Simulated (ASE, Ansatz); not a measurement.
**Structural relaxation of Be(10-11) slab with NO (184 atoms)**

How does Be(10-11) slab with NO (184 atoms) relax, and what do bonds and levels look like afterwards?

Program: Ansatz 0.2.0. Level of theory: Kohn-Sham DFT, PBE+D4, PAW (set soft_2), plane waves. Results are calculated unless marked as measured.

### Step 1. The structure

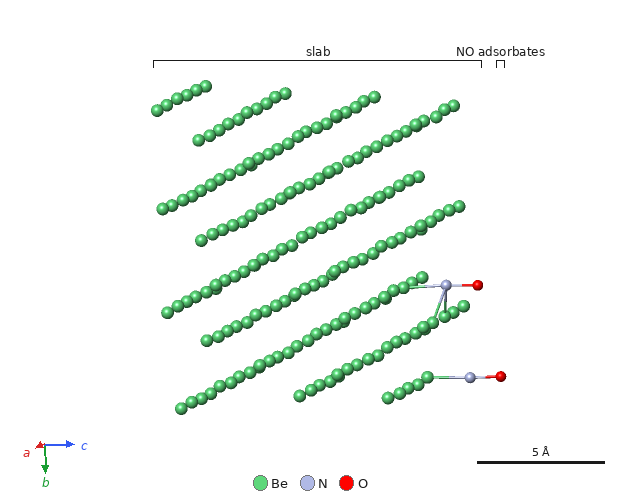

Start, viewed from the side, with the c axis across the page; beryllium green, nitrogen light blue, oxygen red. Bonds to atoms that aren't drawn are left out. Some periodic images of atoms are drawn too.

The cell holds 184 atoms: 180 Be, 2 N and 2 O. Its edges and angles: a = 11.430 Å, b = 12.753 Å, c = 25.579 Å, α = 90.0°, β = 90.0°, γ = 105.6°. It derives from Be (hcp). Hcp Be (a = 2.286 Å, c = 3.584 Å), (10-11) slab of 6 repeat layers, 5 x 3 surface cells, 14 Å of vacuum; atoms within 3.12 Å of the bottom held; 2 NO on hollow sites; displaced by a Gaussian of 0.03 Å. Regions: slab, 180 atoms (180 Be); NO adsorbates, 4 atoms (2 N and 2 O). Vacuum lies along c.

### Step 2. Single point at the start

The forces at the start show how far the geometry lies from a minimum of this functional.

File input.yaml:

```yaml
crystal:
  lattice:
    - [11.43, 0.0, 0.0]
    - [-3.429, 12.28331, 0.0]
    - [0.0, 0.0, 25.579]
  atoms:
    - { symbol: Be, position: [6.0e-05, 0.32941, 0.27428] }
    - { symbol: Be, position: [0.93729, 0.43673, 0.3275] }
    - { symbol: Be, position: [0.07633, 0.58694, 0.34221] }
    - { symbol: Be, position: [0.00708, 0.35319, 0.39658] }
    - { symbol: Be, position: [0.9542, 0.51422, 0.40863] }
    - { symbol: Be, position: [0.08301, 0.6125, 0.46349] }
    - { symbol: Be, position: [0.03283, 0.42879, 0.47646] }
    - { symbol: Be, position: [0.95563, 0.53022, 0.53518] }
    - { symbol: Be, position: [0.90383, 0.35662, 0.54376] }
    - { symbol: Be, position: [0.03783, 0.46342, 0.60216] }
    - { symbol: Be, position: [0.98446, 0.61115, 0.61291] }
    - { symbol: Be, position: [0.91335, 0.37969, 0.66979] }
    - { symbol: Be, position: [0.20059, 0.33325, 0.27318] }
    - { symbol: Be, position: [0.13272, 0.43938, 0.33121] }
    - { symbol: Be, position: [0.27705, 0.59163, 0.34072] }
    - { symbol: Be, position: [0.2052, 0.35507, 0.39873] }
    - { symbol: Be, position: [0.154, 0.51341, 0.40795] }
    - { symbol: Be, position: [0.28253, 0.61888, 0.4637] }
    - { symbol: Be, position: [0.23127, 0.43351, 0.47641] }
    - { symbol: Be, position: [0.1588, 0.53524, 0.53485] }
    - { symbol: Be, position: [0.10684, 0.35499, 0.54402] }
    - { symbol: Be, position: [0.23534, 0.45653, 0.6012] }
    - { symbol: Be, position: [0.1836, 0.61011, 0.61134] }
    - { symbol: Be, position: [0.11086, 0.3802, 0.66876] }
    - { symbol: Be, position: [0.40149, 0.33505, 0.2748] }
    - { symbol: Be, position: [0.32965, 0.43525, 0.33073] }
    - { symbol: Be, position: [0.4787, 0.59095, 0.34132] }
    - { symbol: Be, position: [0.40899, 0.35808, 0.39627] }
    - { symbol: Be, position: [0.35124, 0.5096, 0.40755] }
    - { symbol: Be, position: [0.48258, 0.61636, 0.46473] }
    - { symbol: Be, position: [0.42903, 0.43063, 0.47741] }
    - { symbol: Be, position: [0.3637, 0.53767, 0.53326] }
    [... 146 atom lines left out ...]
    - { symbol: Be, position: [0.78614, 0.94442, 0.61449] }
    - { symbol: Be, position: [0.71486, 0.71521, 0.66579] }
    - { symbol: "N", position: [0.58071, 0.60193, 0.67914] }
    - { symbol: O, position: [0.57842, 0.60082, 0.72836] }
    - { symbol: "N", position: [0.18324, 0.93832, 0.67896] }
    - { symbol: O, position: [0.18285, 0.93306, 0.72695] }
kpoints:
  mp_grid: { grid: [2, 2, 1] }
hamiltonian:
  xc: pbe
  dispersion: d4
scf:
  occupations: { method: methfessel_paxton, width: 0.15 }
output:
  forces: true
```

The run is started by

```console
$ ansatz run input.yaml --threads 4 --pin off --max-ram 15872MiB --backend cpu --events-out ev --progress --plain --runs-dir out
```

Numbers of over 12 decimals in the logs are rounded to 6 here.

The program printed:

```text
Engine: ansatz 0.2.0, aarch64-unknown-linux-gnu
Pseudopotentials: kind: paw
Pseudopotential: Be, paw, valence charge 2, recommended cutoff 420 eV (normal), Be.paw.azcp
Pseudopotential: N, paw, valence charge 5, recommended cutoff 420 eV (normal), N.paw.azcp
Pseudopotential: O, paw, valence charge 6, recommended cutoff 420 eV (normal), O.paw.azcp
[... 5 lines on functional and potentials left out ...]
Crystal: 184 atoms, lattice volume = 3591.246 Å³
Basis set: ecut = 420 eV, 70207 PW (Γ), exchange–correlation on 160×180×360 points (8 copies of the dense FFT grid, shifted against one another)
Bands: 375, of which v1, the nominal top of the filled ones, is band 191 counted from 1 (190 counted from 0)
Symmetry: 1 space group operations
Space group: P1 (ITA 1), of the structure as read, at distance tolerance 1.5e-4 Å
k-points: 4
[... 7 lines on functional and potentials left out ...]
Initial density: superposition of atomic densities (neutral atoms: chi_scale 0, normalization atom), corrected by the library's trained network
Initial wavefunctions: pseudopotential atomic-orbital guess
Functional: x = pbe(κ = 0.804, μ = 0.219515), c = pbe(β = 0.066725)
SCF iter   1: F=—  HF=-18557.316467 eV  |F-HF|=—  |Δ(HF+E_count)|=         —  Δρ=4.71e-3  dr2=8.64e0  ethr=1.77e-3  ⟨swp⟩=11.8  Hψ=12853  notcnv=0  defer=314
preconditioner: auto → LDOS  [metal: Δε(μ)=0.008 eV  Ē_g=8.222 eV  σ=0.150 eV  W_gap=0.05  n_scr=412 (ndim 8)  ℏωp=12.0 eV  f_vac=0.454  D(μ)=50.83/eV (n_scr^D=242)  β→1.0]
SCF iter   2: F=—  HF=-18556.902854 eV  |F-HF|=—  |Δ(HF+E_count)|=   4.14e-1  S|Δr|=    0.00e0  Δρ=2.05e-3  dr2=4.96e-1  ethr=1.77e-3  ⟨swp⟩=1.0  Hψ=1728  notcnv=0  defer=359
SCF iter   3: F=—  HF=-18556.898556 eV  |F-HF|=—  |Δ(HF+E_count)|=   4.30e-3  S|Δr|=    0.00e0  Δρ=5.85e-4  dr2=8.27e-2  ethr=1.30e-4  ⟨swp⟩=2.0  Hψ=1399  notcnv=0  defer=359
SCF iter   4: F=—  HF=-18556.893525 eV  |F-HF|=—  |Δ(HF+E_count)|=   5.03e-3  S|Δr|=    0.00e0  Δρ=1.84e-4  dr2=7.20e-3  ethr=2.17e-5  ⟨swp⟩=2.2  Hψ=1587  notcnv=0  defer=359
SCF iter   5: F=—  HF=-18556.893271 eV  |F-HF|=—  |Δ(HF+E_count)|=   2.54e-4  S|Δr|=    0.00e0  Δρ=7.42e-5  dr2=8.69e-4  ethr=1.88e-6  ⟨swp⟩=2.2  Hψ=1512  notcnv=0  defer=359
SCF iter   6: F=—  HF=-18556.893278 eV  |F-HF|=—  |Δ(HF+E_count)|=   6.48e-6  S|Δr|=    0.00e0  Δρ=3.10e-5  dr2=8.86e-5  ethr=2.28e-7  ⟨swp⟩=2.2  Hψ=1555  notcnv=0  defer=359
SCF iter   7: F=—  HF=-18556.892217 eV  |F-HF|=—  |Δ(HF+E_count)|=   1.06e-3  S|Δr|=    0.00e0  Δρ=1.37e-5  dr2=1.52e-5  ethr=2.32e-8  ⟨swp⟩=2.0  Hψ=2276  notcnv=0  defer=334
SCF iter   8: F=—  HF=-18556.892219 eV  |F-HF|=—  |Δ(HF+E_count)|=   2.10e-6  S|Δr|=    0.00e0  Δρ=7.31e-6  dr2=4.08e-6  ethr=3.98e-9  ⟨swp⟩=2.2  Hψ=1562  notcnv=0  defer=334
SCF iter   9: F=—  HF=-18556.892221 eV  |F-HF|=—  |Δ(HF+E_count)|=   1.71e-6  S|Δr|=    0.00e0  Δρ=3.28e-6  dr2=6.53e-7  ethr=1.07e-9  ⟨swp⟩=2.0  Hψ=1640  notcnv=0  defer=334
SCF iter  10: F=—  HF=-18556.892221 eV  |F-HF|=—  |Δ(HF+E_count)|=   4.00e-7  S|Δr|=    0.00e0  Δρ=1.54e-6  dr2=1.28e-7  ethr=1.71e-10  ⟨swp⟩=2.0  Hψ=1619  notcnv=0  defer=334
SCF iter  11: F=-18556.892221 eV  HF=-18556.892221 eV  |F-HF|=4.68e-8  |Δ(HF+E_count)|=   1.87e-7  S|Δr|=    0.00e0  Δρ=6.28e-7  dr2=3.28e-8  ethr=2.62e-11  ⟨swp⟩=4.0  Hψ=3830  notcnv=0
WARN: dispersion: an atom stands within reach of a switch of its C6 between two reference coordination numbers of its element: through that C6 alone, e_disp changes by 0.025 eV or more while the distances to its neighbours run over a stretch of 0.05 Å that contains this geometry (sites counted from 0 in the run's list of atoms or, [...]
SCF 1 converged in 11 iterations: F = -18556.892221 eV  dr2 = 3.28e-8
  greatest PAW one-centre occupation: 0.881 electrons in one spin orbital (limit 2), on the O atom at site 183 (counted from 0), in its partial waves of l = 0
SCF converged after 11 iterations
Stability not checked: this state was not tested for a lower state beside it, because cold or Methfessel-Paxton smearing, or corrected tetrahedra, fill the levels in a way that the test cannot read (fill_not_monotonic; see scf.lower_state_search)
Free energy (F): -18556.892221 eV
Harris-Foulkes:  -18556.892221 eV  (|F-HF|=4.68e-8)
Internal energy: -18556.860571 eV  (E = F + TS)
E sigma→0 (E₀):  -18556.884309 eV
Entropy (-TS):   -0.031650 eV (-0.172 meV/atom)
Fermi energy:    0.562553 eV
Step filling:    the computed levels leave a gap of 0.0071 eV = 0.0 smearing widths at the electron count; against every level under it full and every level over it empty, smearing changes F+E_penalty+E_count by -12.933 meV and its σ→0 estimate by -5.020 meV
--- Per-component energies (eV) ---
  E_band       = -1588.334139
  E_kinetic    = 4166.637873
  E_local      = -125175.231329  (includes V_loc(G=0)·N_el)
  E_nonlocal   = 1001.748758
  E_hartree    = 61362.246886
  E_xc         = -3720.626780
  E_vxc        = -3944.204351  (∫ρ·V_xc dr)
  E_paw        = -11287.684026  (= ΣΔE_a)
  E_vpaw       = -361.812529  (= ΣTr[D̂ρ^β])
  E_aug_tail   = 0.004864  (compensation charges beyond the density's cutoff)
  E_ewald      = 55113.671191
  E_disp       = -17.628009  (pairwise vdW)
  E_smearing   = -0.031650  (= −TS)
  E_closure    = 0.000000  (closes the sum)
  Σ components = -18556.892221   (vs F -18556.892221, Δ=0.00e0)
--- Forces (eV/Å), atoms counted from 1 ---
  atom   1  Be     0.20125950    -0.12067359     0.52281070
  atom   2  Be    -0.49077464     0.13300837     0.10698565
  atom   3  Be    -0.08738356     0.29120656    -0.35596718
  atom   4  Be    -0.16700668     0.70336129     0.28937545
  atom   5  Be     0.01360082    -0.36001089     0.15907559
  atom   6  Be    -0.06520153     0.08443811     0.31672479
  atom   7  Be    -0.33136690     0.46647424     0.13135574
  atom   8  Be     0.21406347     0.48059504    -0.50565021
  atom   9  Be     0.42792979    -0.23582858     0.22391292
  atom  10  Be     0.05831236    -0.46070805    -0.00513378
  atom  11  Be     0.06760752    -0.36465086    -0.30378710
  atom  12  Be    -0.06184371     0.15482688    -0.50830073
  atom  13  Be    -0.29410027    -0.16738943     0.67908193
  atom  14  Be     0.05785271    -0.31495692    -0.46722405
[...]
atom 183  N     -0.11486700     2.82348297    -3.32819305
  atom 184  O      0.07360237    -1.43382183     3.53177752
  max |Σ_I F_I| component: 3.52e-4 eV/Å
```

Run time: 2.6 min. Hardware: 4 threads of Arm Neoverse V2, shared host; peak memory 9.9 GiB; 10 min of CPU time.

In the SCF lines HF is the Harris–Foulkes energy and dr2 the Hartree energy of the density residual, in eV; the loop may stop once dr2 is under the threshold and the program's other checks hold. Hψ counts applications of the Hamiltonian.

The program notes that the dispersion model switches parameters near this geometry and it cut back its work space to fit the memory limit.

Numbers from this run:

- free energy: -18556.8922 eV
- free energy per atom: -100.8527 eV/atom
- SCF cycles: 11
- r.m.s. force component: 0.4239 eV/Å
- longest force: 4.366 eV/Å
- Fermi energy: 0.5626 eV

The r.m.s. force component of 0.42 eV/Å sets the starting point.

Neighbours are counted within 2.73 Å (Be-Be), 2.17 Å (Be-N), 1.67 Å (N-O).

Length of the force by element and coordination:

```tsv
element	coordination	atoms	mean length of the force (eV/Å)	spread	least	most
Be	all	180	0.501	0.199	0.0994	1.22
Be	6	26	0.656	0.222	0.185	1.18
Be	7	4	0.780	0.0864	0.634	0.857
Be	10	28	0.456	0.138	0.197	0.703
Be	11	32	0.524	0.236	0.123	1.22
Be	12	90	0.45	0.159	0.0994	0.884
N	all	2	3.67	0.701	2.96	4.37
O	all	2	2.96	0.854	2.10	3.81
```

### Step 3. Relaxation

With the cell held, the atoms are moved downhill towards a nearby minimum.

input.yaml, the sections that differ from step 2:

```yaml
relax:
  f_tol: 0.03
  max_steps: 60
  constraints:
    - { sites: [0, 1, 2, 12, 13, 14, 24, 25, 26, 36, 37, 38, 48, 49, 50, 60, 61, 62, 72, 73, 74, 84, 85, 86, 96, 97, 98, 108, 109, 110, 120, 121, 122, 132, 133, 134, 144, 145, 146, 156, 157, 158, 168, 169, 170], fix: xyz }
# crystal, kpoints, hamiltonian, scf, output: as in step 2
```

The program printed:

```text
[...]
Crystal: 184 atoms, lattice volume = 3591.246 Å³
Basis set: ecut = 420 eV, 70207 PW (Γ), exchange–correlation on 160×180×360 points (8 copies of the dense FFT grid, shifted against one another)
Bands: 375, of which v1, the nominal top of the filled ones, is band 191 counted from 1 (190 counted from 0)
Symmetry: 1 space group operations
[...]
k-points: 4
[...]
SCF iter   1: F=—  HF=-18557.316470 eV  |F-HF|=—  |Δ(HF+E_count)|=         —  Δρ=4.71e-3  dr2=8.64e0  ethr=1.77e-3  ⟨swp⟩=11.8  Hψ=12853  notcnv=0  defer=314
[...]
SCF iter   7: F=-18556.892212 eV  HF=-18556.892217 eV  |F-HF|=4.79e-6  |Δ(HF+E_count)|=   2.30e-5  S|Δr|=    0.00e0  Δρ=1.38e-5  dr2=1.63e-5  ethr=5.89e-9  ⟨swp⟩=4.5  Hψ=3861  notcnv=0
[...]
SCF 1 converged in 7 iterations: F = -18556.892212 eV  dr2 = 1.63e-5
[...]
relax step   1: F+E_penalty+E_count = -18556.89221220 eV  Δ(F+E_penalty+E_count) = +0.000e0 eV  max|allowed force component| = 3.531e0 eV/Å  Δτ_max = 0.0000 Å  (7 SCF iters, dr2 threshold 2.25e-5 eV, accepted)
[... from here on, the SCF cycles and remarks between the steps are left out ...]
relax step   2: F+E_penalty+E_count = -18559.25433781 eV  Δ(F+E_penalty+E_count) = -2.362e0 eV  max|allowed force component| = 3.357e0 eV/Å  Δτ_max = 0.1935 Å  (7 SCF iters, dr2 threshold 1.00e-4 eV, accepted)
relax step   3: F+E_penalty+E_count = -18561.27975909 eV  Δ(F+E_penalty+E_count) = -2.025e0 eV  max|allowed force component| = 3.041e0 eV/Å  Δτ_max = 0.1949 Å  (7 SCF iters, dr2 threshold 1.00e-4 eV, accepted)
relax step   4: F+E_penalty+E_count = -18562.67170391 eV  Δ(F+E_penalty+E_count) = -1.392e0 eV  max|allowed force component| = 2.554e0 eV/Å  Δτ_max = 0.2000 Å  (7 SCF iters, dr2 threshold 1.00e-4 eV, accepted)
relax step   5: F+E_penalty+E_count = -18563.79927358 eV  Δ(F+E_penalty+E_count) = -1.128e0 eV  max|allowed force component| = 1.987e0 eV/Å  Δτ_max = 0.1918 Å  (6 SCF iters, dr2 threshold 1.00e-4 eV, accepted)
relax step   6: F+E_penalty+E_count = -18564.53156337 eV  Δ(F+E_penalty+E_count) = -7.323e-1 eV  max|allowed force component| = 1.564e0 eV/Å  Δτ_max = 0.2000 Å  (5 SCF iters, dr2 threshold 1.00e-4 eV, accepted)
relax step   7: F+E_penalty+E_count = -18565.28406032 eV  Δ(F+E_penalty+E_count) = -7.525e-1 eV  max|allowed force component| = 1.384e0 eV/Å  Δτ_max = 0.1946 Å  (5 SCF iters, dr2 threshold 1.00e-4 eV, accepted)
relax step   8: F+E_penalty+E_count = -18566.18276884 eV  Δ(F+E_penalty+E_count) = -8.987e-1 eV  max|allowed force component| = 1.280e0 eV/Å  Δτ_max = 0.1950 Å  (5 SCF iters, dr2 threshold 1.00e-4 eV, accepted)
relax step   9: F+E_penalty+E_count = -18567.16993288 eV  Δ(F+E_penalty+E_count) = -9.872e-1 eV  max|allowed force component| = 1.006e0 eV/Å  Δτ_max = 0.1954 Å  (5 SCF iters, dr2 threshold 1.00e-4 eV, accepted)
relax step  10: F+E_penalty+E_count = -18567.06748734 eV  Δ(F+E_penalty+E_count) = +1.024e-1 eV  max|allowed force component| = 3.109e0 eV/Å  Δτ_max = 0.1981 Å  (6 SCF iters, dr2 threshold 1.00e-4 eV, rejected (line search))
relax step  11: F+E_penalty+E_count = -18567.42654978 eV  Δ(F+E_penalty+E_count) = -2.566e-1 eV  max|allowed force component| = 4.400e-1 eV/Å  Δτ_max = 0.0950 Å  (8 SCF iters, accepted)
relax step  12: F+E_penalty+E_count = -18567.46722766 eV  Δ(F+E_penalty+E_count) = -4.068e-2 eV  max|allowed force component| = 1.436e-1 eV/Å  Δτ_max = 0.1000 Å  (6 SCF iters, dr2 threshold 3.71e-5 eV, accepted)
relax step  13: F+E_penalty+E_count = -18567.47562978 eV  Δ(F+E_penalty+E_count) = -8.402e-3 eV  max|allowed force component| = 8.704e-2 eV/Å  Δτ_max = 0.0333 Å  (6 SCF iters, dr2 threshold 2.20e-6 eV, accepted)
relax step  14: F+E_penalty+E_count = -18567.47988912 eV  Δ(F+E_penalty+E_count) = -4.259e-3 eV  max|allowed force component| = 2.915e-2 eV/Å  Δτ_max = 0.0117 Å  (6 SCF iters, accepted)
dispersion: the relaxed geometry stands within reach of a switch of an atom's C6, across which e_disp changes (each atom's share, over what another start of this relaxation can change, counted as every distance, on this fixed cell: site 11 (Be), [...]
SCF converged after 6 iterations
[...]
Free energy (F): -18567.479889 eV
[...]
Internal energy: -18567.488072 eV  (E = F + TS)
E sigma→0 (E₀):  -18567.481935 eV
Entropy (-TS):   0.008183 eV (0.044 meV/atom)
Fermi energy:    0.598443 eV
[...]
--- Forces (eV/Å), atoms counted from 1 ---
  atom   1  Be     0.20006735    -0.13613809     0.56705819
  atom   2  Be    -0.50166649     0.26941453     0.01824538
  atom   3  Be    -0.10555236     0.27507798    -0.36890107
  atom   4  Be    -0.00091641    -0.00045054    -0.00079513
  atom   5  Be    -0.00027700    -0.00099937     0.00075051
  atom   6  Be    -0.00091331     0.00138296     0.00368601
  atom   7  Be     0.00049182    -0.00155836     0.00033691
  atom   8  Be    -0.00100475    -0.00208865    -0.00397449
  atom   9  Be     0.00096953    -0.00199581    -0.00006794
  atom  10  Be    -0.00057252     0.00506462    -0.00450987
  atom  11  Be     0.00123462    -0.00288388     0.00212111
  atom  12  Be    -0.00326504    -0.00198295    -0.00471051
  atom  13  Be    -0.32348171    -0.13339525     0.72454216
  atom  14  Be     0.07838524    -0.15715039    -0.59222790
[...]
atom 183  N      0.00125249     0.00023436    -0.02915211
  atom 184  O     -0.00123114    -0.00383021     0.00897002
  max |Σ_I F_I| component: 4.91e-4 eV/Å
--- Relaxed structure (14 steps of the walk, 13 accepted, 0 SCFs on fresh bases) ---
  F+E_penalty+E_count = -18567.47988912 eV   max|allowed force component| = 2.915e-2 eV/Å
  atoms:
    - { symbol: Be, position: [6.0000000000004494e-5, 0.32941, 0.27428] }
    - { symbol: Be, position: [0.93729, 0.43673, 0.3275] }
    - { symbol: Be, position: [0.076330, 0.58694, 0.34221] }
    - { symbol: Be, position: [0.00846122, 0.363297, 0.395803] }
[...]
- { symbol: O, position: [0.160867, 0.873171, 0.702687] }
```

The job ended after 21 min (4 threads; peak memory 10 GiB).

Notices of the run: relaxed geometry near dispersion switch.

Step by step:

```tsv
step	energy less that of the first step (eV)	largest force component, free atoms (eV/Å)
1	0.0000	3.5306
2	-2.3621	3.3575
3	-4.3875	3.0410
4	-5.7795	2.5542
5	-6.9071	1.9867
6	-7.6394	1.5645
7	-8.3918	1.3835
8	-9.2906	1.2798
9	-10.2777	1.0055
10	-10.1753	3.1090
11	-10.5343	0.4400
12	-10.5750	0.1436
13	-10.5834	0.0870
14	-10.5877	0.0292
```

Relaxation step 10 was tried and not accepted.

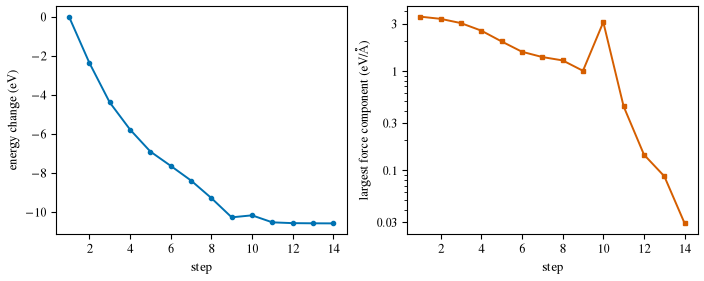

Energy and largest force along the relaxation.

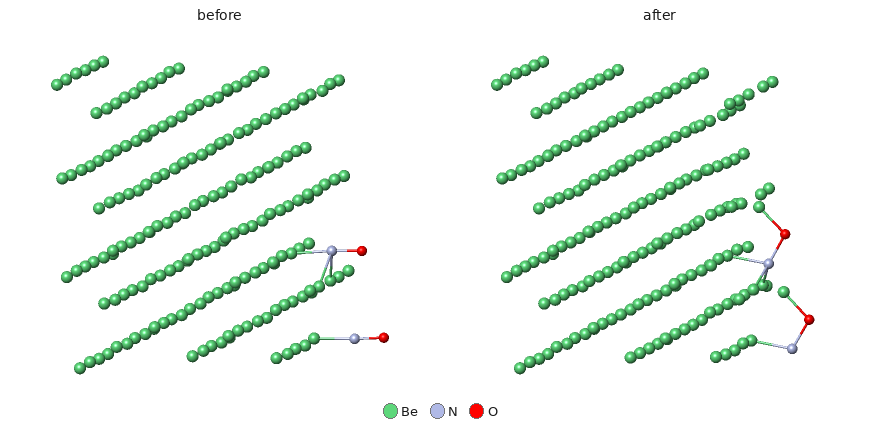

The structure before and after the relaxation, drawn at the same scale. Bonds to atoms that aren't drawn are left out.

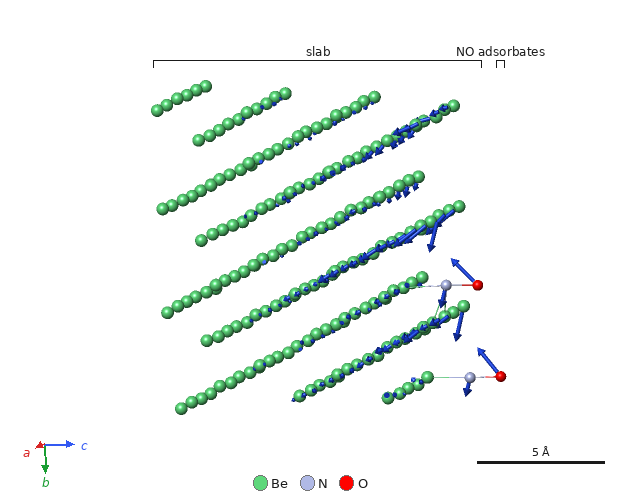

Displacements in the relaxation, exaggerated; the longest in the cell stands for 0.98 Å. Bonds to atoms that aren't drawn are left out. Some periodic images of atoms are drawn too.

The atoms that moved most (Å):

```tsv
atom	dx	dy	dz	length
O182	-0.005	-0.687	-0.703	0.983
Be48	0.017	0.936	-0.231	0.965
O184	-0.046	-0.736	-0.621	0.964
Be144	-0.011	0.888	-0.203	0.911
Be36	-0.045	0.622	-0.589	0.858
Be60	0.068	0.549	-0.652	0.855
Be12	0.012	0.523	-0.675	0.854
Be24	-0.006	0.528	-0.639	0.829
```

The relaxation changed the energy by -57.5 meV/atom, and atoms moved by 0.28 Å r.m.s., 0.98 Å at most.

(Continued in part 2 of 2.)

[Logs are printed without paths, hosts, clocks, repeated set-up lines and the standing remarks that a program may print on its own settings, such as how far it seeks lower states.]

[Hosts, paths, dates, database ids (printed as entryN), source tags and the programs' standing remarks are cut or masked in the printed files.]
